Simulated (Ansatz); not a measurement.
**SiN₂ (triplet): correlated methods under varied settings**

What do other methods and options give for SiN₂ (triplet) at this geometry, and how long do they take?

Method: the settings change from run to run; program: Ansatz 0.2.0, Gaussian basis.

28 further runs of the same task are left out: 9 for a known fault of the program, 6 that didn't finish, 13 set aside as unsound or not needed.

## 1. The system

The geometry is a PBE0/def2-TZVP stationary point (not a proven minimum).

3 atoms, charge 0, spin multiplicity 3.

Atoms are counted from 1 here; the program's logs count them from 0.

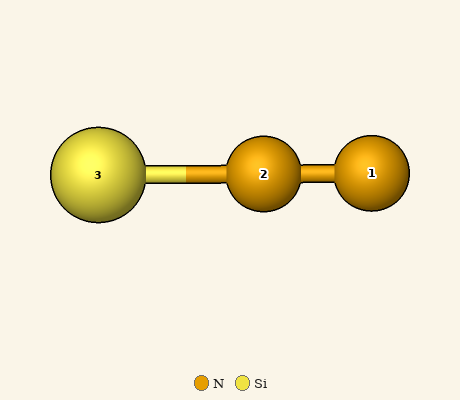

The structure; nitrogen amber, silicon yellow; atoms are numbered from 1 in the order of the file.

Coordinates:

```xyz
3
charge 0, multiplicity 3
N     0.00000    0.00000   -1.33800
N     0.00000    0.00000   -0.20130
Si    0.00000    0.00000    1.53930
```

## 2. NEVPT4(SD)(2,3)/6-31G

in.yaml

```yaml
crystal:
  periodic: [false, false, false]
  atoms:
    - {symbol: N, position_ang: [0.000000, 0.000000, -1.338000]}
    - {symbol: N, position_ang: [0.000000, 0.000000, -0.201300]}
    - {symbol: Si, position_ang: [0.000000, 0.000000, 1.539300]}
basis:
  gaussian: {orbitals: 6-31G, fitting: {mean_field: def2-universal-jkfit}}
magnetization: {spin_polarized: false, initial_magnetization: 2}
correlation: {method: fic_nevpt4_sd, electrons: outside_noble_gas, active_space: {window: {electrons: 2, orbitals: 3}}}
scf: {lower_state_search: off}
```

The run is started by

```
ansatz run in.yaml --threads 1 --pin off --events-out ev --progress --plain --max-ram 2393MiB
```

Standard output:

```text
Functional definition: HF
  name "HF"
  cite "Fock, Z. Phys. 61, 126 (1930) doi:10.1007/BF01340294"
  parent pbe
  exchange = exact_x
  correlation = 0
these checks for a lower state are left out or cut short: stability, starts, cluster_reference, orbital_swaps, neighbouring_geometries, increment
282 factors; integrals over basis functions are off by at most 2.6e-3 eV
mean field evaluation 1: about -10819.7383 eV, gradient 1.4e1 eV
mean field evaluation 2: about -10819.7395 eV, gradient 1.9e1 eV
mean field evaluation 4: about -10820.8938 eV, gradient 1.7e0 eV
mean field evaluation 8: about -10820.9321 eV, gradient 4.9e-5 eV
mean field -10820.93209413 eV, -397.6619197682 hartree, gradient 2.8e-6 eV, S^2 2.000000; 0 other end points of the search recorded, 0 dependent functions left out
reference -10820.93209413 eV, -397.6619197682 hartree; 15, 13 occupied and 16, 18 virtual orbitals, 282 factors
state -10820.93209413 eV, -397.6619197682 hartree
state -10820.93209413 eV, -397.6619197682 hartree; corrected -10828.60399350 eV, -397.9438568695 hartree
WARN: 1 active orbitals are nearly empty or full. The corrections depend on them more than the energy does, and are more stable in an active space without them
Total energy: -10828.60399350 eV, -397.9438568695 hartree
Checks for a lower state left out: stability, starts, cluster_reference, orbital_swaps, neighbouring_geometries, increment
```

Wall time 0.27 s (1 thread of Intel Xeon 6975P-C, shared host).

From the report: 4 determinants; active occupations 1.00, 1.00, 0.00. The report marks this result as in doubt.

## 3. BCCD on UHF/6-31G

in.yaml

```yaml
crystal:
  periodic: [false, false, false]
  atoms:
    - {symbol: N, position_ang: [0.000000, 0.000000, -1.338000]}
    - {symbol: N, position_ang: [0.000000, 0.000000, -0.201300]}
    - {symbol: Si, position_ang: [0.000000, 0.000000, 1.539300]}
basis:
  gaussian: {orbitals: 6-31G}
magnetization: {spin_polarized: true, initial_magnetization: 2}
correlation: {method: bccd, electrons: outside_noble_gas}
```

Launched as before.

Standard output (excerpt; [...] marks lines left out):

```text
Functional definition: HF
  name "HF"
  cite "Fock, Z. Phys. 61, 126 (1930) doi:10.1007/BF01340294"
  parent pbe
[...]
408 factors; integrals over basis functions are off by at most 1.3e-4 eV
[...]
mean field -10821.63492239 eV, -397.6877482302 hartree, gradient 3.0e-6 eV, S^2 2.286331; 5 other end points of the search recorded, 0 dependent functions left out
determinant -10821.63492239 eV, -397.6877482302 hartree, with singles and doubles -10828.54418501 eV, -397.9416589482 hartree
determinant -10819.37928341 eV, -397.6048550266 hartree, with singles and doubles -10825.67745686 eV, -397.8363086319 hartree
7 core orbitals not correlated: weight in the atoms' cores, before any rotation towards them, 1.000 or more for the frozen orbitals, at most 0.000 for the correlated occupied ones
reference -10821.63492239 eV, -397.6877482302 hartree; 8, 6 occupied and 16, 18 virtual orbitals, 408 factors
second order -6.07174577 eV of doubles, -0.00000000 eV of singles
cycle   1  -6.84521054 eV  change    6.4e-2 eV  update   2.9e-2
[...]
cycle  12  -6.86570528 eV  change    8.8e-6 eV  update   2.4e-6
WARN: the results are in doubt because among natural orbitals full CI differs from the method by -0.103 eV
Total energy: -10828.50062767 eV, -397.9400582455 hartree
In doubt: among natural orbitals full CI differs from the method by -0.103 eV
```

It took 0.87 s on 1 thread of Intel Xeon 6975P-C, shared host.

From the report: ⟨S²⟩ of the determinant 2.286 (pure triplet: 2.00); correlation -6.8657 eV; largest double amplitude 0.09. The program marks this result as in doubt; its last lines say why.

## 4. CCSD on ROHF/def2-SVP

in.yaml

```yaml
crystal:
  periodic: [false, false, false]
  atoms:
    - {symbol: N, position_ang: [0.000000, 0.000000, -1.338000]}
    - {symbol: N, position_ang: [0.000000, 0.000000, -0.201300]}
    - {symbol: Si, position_ang: [0.000000, 0.000000, 1.539300]}
basis:
  gaussian: {orbitals: def2-SVP}
magnetization: {spin_polarized: false, initial_magnetization: 2}
correlation: {method: ccsd, electrons: valence}
output: {forces: true}
```

Same command.

Standard output (excerpt; [...] marks lines left out):

```text
Functional definition: HF
  name "HF"
  cite "Fock, Z. Phys. 61, 126 (1930) doi:10.1007/BF01340294"
  parent pbe
[...]
450 factors; integrals over basis functions are off by at most 1.5e-3 eV
[...]
mean field -10818.50160132 eV, -397.5726008048 hartree, gradient 7.7e-6 eV, S^2 2.000000; 6 other end points of the search recorded, 0 dependent functions left out
[...]
determinant -10818.50160132 eV, -397.5726008048 hartree, with singles and doubles -10829.53451452 eV, -397.9780528866 hartree
determinant -10816.58512718 eV, -397.5021716791 hartree, with singles and doubles -10826.71436820 eV, -397.8744144206 hartree
7 core orbitals not correlated: weight in the atoms' cores, before any rotation towards them, 1.000 or more for the frozen orbitals, at most 0.000 for the correlated occupied ones
reference -10818.50160132 eV, -397.5726008048 hartree; 8, 6 occupied and 31, 33 virtual orbitals, 450 factors
second order -10.66246867 eV of doubles, -0.13723250 eV of singles
cycle   1  -11.03145937 eV  change    1.5e-3 eV  update   1.7e-3
[...]
cycle  10  -11.03132754 eV  change   -1.3e-6 eV  update   2.1e-7
[...]
Total energy: -10829.53292886 eV, -397.9779946147 hartree
Atom 0 at     0.000000     0.000000    -1.338000 Å, force    -0.000000     0.000000    -0.889215 eV/Å
Atom 1 at     0.000000     0.000000    -0.201300 Å, force    -0.000000     0.000000    -0.143018 eV/Å
Atom 2 at     0.000000     0.000000     1.539300 Å, force    -0.000000    -0.000000     1.032233 eV/Å
Dipole moment:     0.000000     0.000000    -0.018644 e Å
```

Run time: 3 s. Hardware: 1 thread of Intel Xeon 6975P-C, shared host.

From the report: correlation -11.0313 eV; T1 0.027; largest double amplitude 0.09.

## 5. HF/6-31G

in.yaml: that of step 4 with these lines changed.

```diff
@@ -7,5 +7,5 @@
 basis:
-  gaussian: {orbitals: def2-SVP}
+  gaussian: {orbitals: 6-31G}
 magnetization: {spin_polarized: false, initial_magnetization: 2}
-correlation: {method: ccsd, electrons: valence}
-output: {forces: true}
+hamiltonian: {xc: hf}
+output: {orbitals: {seedname: orbitals}}
```

Same command.

Standard output:

```text
Functional definition: HF
  name "HF"
  cite "Fock, Z. Phys. 61, 126 (1930) doi:10.1007/BF01340294"
  parent pbe
  exchange = exact_x
  correlation = 0
408 factors; integrals over basis functions are off by at most 1.3e-4 eV
mean field evaluation 1: about -10819.5026 eV, gradient 1.4e1 eV
mean field evaluation 2: about -10819.7545 eV, gradient 1.4e1 eV
mean field evaluation 4: about -10820.8422 eV, gradient 2.8e0 eV
mean field evaluation 8: about -10820.9277 eV, gradient 6.6e-1 eV
mean field evaluation 16: about -10820.9337 eV, gradient 7.4e-6 eV
mean field evaluation 32: about -10820.9080 eV, gradient 2.4e-1 eV
mean field evaluation 64: about -10812.5296 eV, gradient 4.4e0 eV
mean field -10820.93366856 eV, -397.6619776274 hartree, gradient 3.4e-6 eV, S^2 2.000000; 0 other end points of the search recorded, 0 dependent functions left out
reference -10820.93366856 eV, -397.6619776274 hartree; 15, 13 occupied and 16, 18 virtual orbitals, 408 factors
Total energy: -10820.93366856 eV, -397.6619776274 hartree
```

Run time: 0.24 s. Hardware: 1 thread of Intel Xeon 6975P-C, shared host.

## 6. HF/STO-3G

in.yaml: that of step 5 with these lines changed.

```diff
@@ -7,5 +7,6 @@
 basis:
-  gaussian: {orbitals: 6-31G}
+  gaussian: {orbitals: STO-3G, point_charges: [{charge: 1.00, position_ang: [3.710, -0.915, -0.190]}]}
 magnetization: {spin_polarized: false, initial_magnetization: 2}
-hamiltonian: {xc: hf}
+hamiltonian: {xc: hf, pseudopotentials: {relativity: scalar}}
+scf: {lower_state_search: light}
 output: {orbitals: {seedname: orbitals}}
```

Launched as before.

Standard output:

```text
Functional definition: HF
  name "HF"
  cite "Fock, Z. Phys. 61, 126 (1930) doi:10.1007/BF01340294"
  parent pbe
  exchange = exact_x
  correlation = 0
229 factors; integrals over basis functions are off by at most 2.7e-5 eV
mean field evaluation 1: about -10705.3740 eV, gradient 1.6e1 eV
mean field evaluation 2: about -10705.4395 eV, gradient 1.6e1 eV
mean field evaluation 4: about -10707.0140 eV, gradient 3.2e0 eV
mean field evaluation 8: about -10707.1058 eV, gradient 1.8e-1 eV
mean field evaluation 16: about -10707.3202 eV, gradient 1.3e-2 eV
mean field evaluation 32: about -10707.3048 eV, gradient 4.8e-1 eV
mean field evaluation 64: about -10707.3094 eV, gradient 3.5e-2 eV
mean field evaluation 96: about -10705.8178 eV, gradient 9.3e-1 eV
mean field evaluation 128: about -10707.1829 eV, gradient 8.4e-1 eV
mean field -10707.32018617 eV, -393.4867591594 hartree, gradient 3.3e-6 eV, S^2 2.000000; 4 other end points of the search recorded, 0 dependent functions left out
reference -10707.32018617 eV, -393.4867591594 hartree; 15, 13 occupied and 4, 6 virtual orbitals, 229 factors
Total energy: -10707.32018617 eV, -393.4867591594 hartree
Relativity: scalar
```

Wall time 0.15 s (1 thread of Intel Xeon 6975P-C, shared host).

## 7. BCCD on UHF/def2-SVP

in.yaml

```yaml
crystal:
  periodic: [false, false, false]
  atoms:
    - {symbol: N, position_ang: [0.000000, 0.000000, -1.338000]}
    - {symbol: N, position_ang: [0.000000, 0.000000, -0.201300]}
    - {symbol: Si, position_ang: [0.000000, 0.000000, 1.539300]}
basis:
  gaussian: {orbitals: def2-SVP}
magnetization: {spin_polarized: true, initial_magnetization: 2}
correlation: {method: bccd, electrons: outside_noble_gas}
output: {forces: true}
```

The command is unchanged.

Standard output (excerpt; [...] marks lines left out):

```text
Functional definition: HF
  name "HF"
  cite "Fock, Z. Phys. 61, 126 (1930) doi:10.1007/BF01340294"
  parent pbe
[...]
450 factors; integrals over basis functions are off by at most 1.5e-3 eV
[...]
mean field -10819.20435335 eV, -397.5984264657 hartree, gradient 2.0e-6 eV, S^2 2.275389; 7 other end points of the search recorded, 0 dependent functions left out
determinant -10819.20435335 eV, -397.5984264657 hartree, with singles and doubles -10829.56331524 eV, -397.9791112935 hartree
determinant -10816.86251182 eV, -397.5123653766 hartree, with singles and doubles -10826.72521080 eV, -397.8748128788 hartree
7 core orbitals not correlated: weight in the atoms' cores, before any rotation towards them, 1.000 or more for the frozen orbitals, at most 0.000 for the correlated occupied ones
reference -10819.20435335 eV, -397.5984264657 hartree; 8, 6 occupied and 31, 33 virtual orbitals, 450 factors
second order -9.32124788 eV of doubles, -0.00000000 eV of singles
cycle   1  -10.29727702 eV  change    6.2e-2 eV  update   2.6e-2
[...]
cycle  14  -10.31818091 eV  change    8.2e-9 eV  update   4.9e-7
[...]
Total energy: -10829.52253427 eV, -397.9776126202 hartree
Atom 0 at     0.000000     0.000000    -1.338000 Å, force    -0.000000    -0.000000    -0.949678 eV/Å
Atom 1 at     0.000000     0.000000    -0.201300 Å, force     0.000000     0.000000    -0.005990 eV/Å
Atom 2 at     0.000000     0.000000     1.539300 Å, force     0.000000     0.000000     0.955668 eV/Å
Dipole moment:    -0.000000    -0.000000    -0.013227 e Å
```

Wall time 4.1 s (1 thread of Intel Xeon 6975P-C, shared host).

From the report: ⟨S²⟩ of the determinant 2.275 (pure triplet: 2.00); correlation -10.3182 eV; largest double amplitude 0.09.

## 8. CCSD/cc-pVDZ

in.yaml

```yaml
crystal:
  periodic: [false, false, false]
  atoms:
    - {symbol: N, position_ang: [0.000000, 0.000000, -1.338000]}
    - {symbol: N, position_ang: [0.000000, 0.000000, -0.201300]}
    - {symbol: Si, position_ang: [0.000000, 0.000000, 1.539300]}
basis:
  gaussian: {orbitals: cc-pVDZ}
magnetization: {spin_polarized: false, initial_magnetization: 2}
hamiltonian: {xc: {name: r2SCAN}}
correlation: {method: ccsd, electrons: outside_noble_gas}
scf: {omitted_lower_state_checks: [cluster_reference]}
output: {forces: true}
```

Launched as before.

Standard output (excerpt; [...] marks lines left out):

```text
Functional definition: r2SCAN
  name "r2SCAN"
  cite "Furness, Kaplan, Ning, Perdew & Sun, J. Phys. Chem. Lett. 11, 8208 (2020) doi:10.1021/acs.jpclett.0c02405"
  cite "Furness, Kaplan, Ning, Perdew & Sun, J. Phys. Chem. Lett. 11, 9248 (2020) doi:10.1021/acs.jpclett.0c03077"
  parent r2scan
[...]
461 factors; integrals over basis functions are off by at most 5.8e-4 eV
[...]
mean field -10853.21588856 eV, -398.8483273307 hartree, gradient 3.5e-6 eV, S^2 2.000000; 0 other end points of the search recorded, 0 dependent functions left out
7 core orbitals not correlated: weight in the atoms' cores, before any rotation towards them, 1.000 or more for the frozen orbitals, at most 0.000 for the correlated occupied ones
reference -10823.32612940 eV, -397.7498989416 hartree; 8, 6 occupied and 31, 33 virtual orbitals, 461 factors
second order -11.16321973 eV of doubles, -0.46821625 eV of singles
cycle   1  -10.77153520 eV  change    8.5e-1 eV  update   1.1e-1
[...]
cycle  13  -11.40611854 eV  change   -5.6e-6 eV  update   1.6e-6
[...]
Total energy: -10834.73224795 eV, -398.1690660667 hartree
Atom 0 at     0.000000     0.000000    -1.338000 Å, force     0.000000     0.000000    -1.345517 eV/Å
Atom 1 at     0.000000     0.000000    -0.201300 Å, force    -0.000000     0.000000    -0.259006 eV/Å
Atom 2 at     0.000000     0.000000     1.539300 Å, force    -0.000000     0.000000     1.604523 eV/Å
Dipole moment:    -0.000000     0.000000    -0.047922 e Å
Checks for a lower state left out: cluster_reference
```

Wall time 4.2 s (1 thread of Intel Xeon 6975P-C, shared host).

From the report: correlation -11.4061 eV; T1 0.027; largest double amplitude 0.08. The orbitals are Kohn-Sham ones, so correlation energy and T1 don't compare with those on Hartree-Fock orbitals.

## 9. CCSD(T) on UHF/STO-3G

in.yaml

```yaml
crystal:
  periodic: [false, false, false]
  atoms:
    - {symbol: N, position_ang: [0.000000, 0.000000, -1.338000]}
    - {symbol: N, position_ang: [0.000000, 0.000000, -0.201300]}
    - {symbol: Si, position_ang: [0.000000, 0.000000, 1.539300]}
basis:
  gaussian: {orbitals: STO-3G}
magnetization: {spin_polarized: true, initial_magnetization: 2}
correlation: {method: ccsd_t, electrons: all}
accuracy: high
```

The command is unchanged.

Standard output (excerpt; [...] marks lines left out):

```text
Functional definition: HF
  name "HF"
  cite "Fock, Z. Phys. 61, 126 (1930) doi:10.1007/BF01340294"
  parent pbe
[...]
326 factors; integrals over basis functions are off by at most 2.3e-8 eV
[...]
mean field -10693.99821761 eV, -392.9971858448 hartree, gradient 2.3e-8 eV, S^2 2.245025; 5 other end points of the search recorded, 0 dependent functions left out
determinant -10693.99821761 eV, -392.9971858448 hartree, with singles and doubles -10698.62869023 eV, -393.1673525748 hartree
determinant -10691.93865379 eV, -392.9214982705 hartree, with singles and doubles -10695.71594945 eV, -393.0603113256 hartree
reference -10693.99821761 eV, -392.9971858448 hartree; 15, 13 occupied and 4, 6 virtual orbitals, 326 factors
second order -3.71678214 eV of doubles, -0.00000000 eV of singles
cycle   1  -4.62868741 eV  change    1.8e-3 eV  update   1.9e-3
[...]
cycle  19  -4.63202145 eV  change    3.0e-9 eV  update   1.6e-9
perturbative correction -0.14691076 eV, -0.0053988709 hartree
Total energy: -10698.77714982 eV, -393.1728083644 hartree
```

Wall time 0.66 s (1 thread of Intel Xeon 6975P-C, shared host).

From the report: ⟨S²⟩ of the determinant 2.245 (pure triplet: 2.00); correlation -4.7789 eV; T1 0.031; largest double amplitude 0.13.

## 10. CCSD on ROHF/cc-pVDZ

in.yaml

```yaml
crystal:
  periodic: [false, false, false]
  atoms:
    - {symbol: N, position_ang: [0.000000, 0.000000, -1.338000]}
    - {symbol: N, position_ang: [0.000000, 0.000000, -0.201300]}
    - {symbol: Si, position_ang: [0.000000, 0.000000, 1.539300]}
basis:
  gaussian: {orbitals: cc-pVDZ}
magnetization: {spin_polarized: false, initial_magnetization: 2}
correlation: {method: ccsd, electrons: outside_noble_gas}
accuracy: high
scf: {lower_state_search: full}
```

Same command.

Standard output (excerpt; [...] marks lines left out):

```text
Functional definition: HF
  name "HF"
  cite "Fock, Z. Phys. 61, 126 (1930) doi:10.1007/BF01340294"
  parent pbe
[...]
914 factors; integrals over basis functions are off by at most 3.4e-9 eV
[...]
mean field -10823.75406180 eV, -397.7656251670 hartree, gradient 1.9e-8 eV, S^2 2.000000; 16 other end points of the search recorded, 0 dependent functions left out
[...]
determinant -10823.75406180 eV, -397.7656251670 hartree, with singles and doubles -10834.81986982 eV, -398.1722861110 hartree
determinant -10821.72562230 eV, -397.6910813904 hartree, with singles and doubles -10831.92341169 eV, -398.0658432383 hartree
7 core orbitals not correlated: weight in the atoms' cores, before any rotation towards them, 1.000 or more for the frozen orbitals, at most 0.000 for the correlated occupied ones
reference -10823.75406180 eV, -397.7656251670 hartree; 8, 6 occupied and 31, 33 virtual orbitals, 914 factors
second order -10.68072009 eV of doubles, -0.13429122 eV of singles
cycle   1  -11.06419600 eV  change    1.6e-3 eV  update   1.8e-3
[...]
cycle  18  -11.06409952 eV  change  -7.4e-10 eV  update   1.0e-9
Total energy: -10834.81816132 eV, -398.1722233249 hartree
```

Run time: 3.8 s. Hardware: 1 thread of Intel Xeon 6975P-C, shared host.

From the report: correlation -11.0641 eV; T1 0.027; largest double amplitude 0.08.

## 11. All runs side by side

 † marks a result that the program doubts.

```tsv
level	correlated	functions	energy (eV)	time
NEVPT4(SD)(2,3)/6-31G †	outside noble gas	31	-10828.6040	0.27 s
BCCD on UHF/6-31G †	outside noble gas	31	-10828.5006	0.87 s
CCSD on ROHF/def2-SVP	valence	46	-10829.5329	3 s
HF/6-31G		31	-10820.9337	0.24 s
HF/STO-3G (beside a point charge, relativity set)		19	-10707.3202	0.15 s
BCCD on UHF/def2-SVP	outside noble gas	46	-10829.5225	4.1 s
CCSD/cc-pVDZ (on r2SCAN orbitals)	outside noble gas	46	-10834.7322	4.2 s
CCSD(T) on UHF/STO-3G	all	19	-10698.7771	0.66 s
CCSD on ROHF/cc-pVDZ	outside noble gas	46	-10834.8182	3.8 s
```

## 12. What came out

| quantity | value |
| --- | --- |
| runs | 9 |
| quickest | HF/STO-3G (beside a point charge, relativity set), 0.15 s |
| slowest | CCSD/cc-pVDZ (on r2SCAN orbitals), 4.2 s |

In words: Total energies in different bases, with other cores or another treatment of relativity can't be set against each other. CCSD/cc-pVDZ (on r2SCAN orbitals) took 28 times as long as HF/STO-3G (beside a point charge, relativity set); the jobs differ in more than the method.
